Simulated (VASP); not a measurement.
Band structure of MoS$_{2}$ (relaxed from the 3R-MoS2 structure, space group R3m). Computed with r2SCAN meta-GGA, VASP's PBE PAW potentials (set 64) (plane waves; VASP 6.6.1).

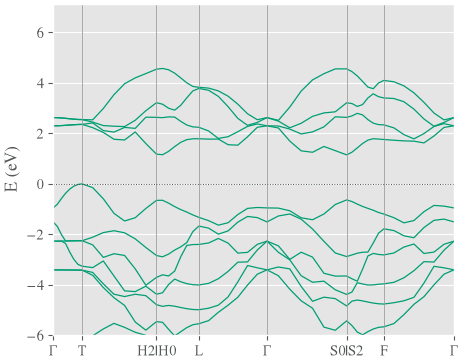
*Bands along high-symmetry lines, zero at the valence-band maximum or, without a gap, the Fermi level*

**Question.** Read the plot: is there a gap, and where are the band edges?

**Answer.** The gap is indirect, 1.14 eV, from the valence maximum at T to the conduction minimum at (-0.22, 0.44, 0.11).

The structure was generated: MoS2 was put into the 3R-MoS2 type (R3m), which need not be its known phase. It was relaxed first, which changed the volume by +6 %.
